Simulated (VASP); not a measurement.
Band structure of MoSe2 (space group P6_3/mmc). All values below come from PBEsol GGA, VASP's PBE PAW potentials (set 64) (plane waves; VASP 6.6.1).

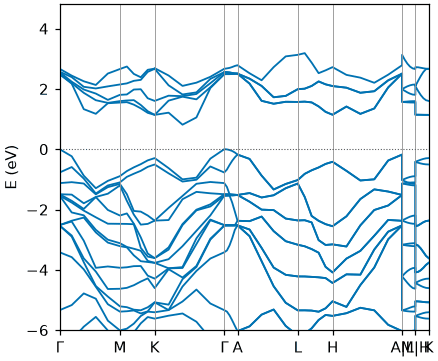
Figure: Bands along high-symmetry lines, zero at the valence-band maximum or, without a gap, the Fermi level

Q: Read the plot: is there a gap, and where are the band edges?

A: The gap is indirect, 0.81 eV, from the valence maximum at Γ to the conduction minimum at (0.20, 0.20, 0.00).

The structure is a typed MoSe2 crystal (P6_3/mmc). The cell was not relaxed at this level. The k-mesh is coarse (spacing up to 0.49 per Å, 2π included), so the numbers may not be converged in it.
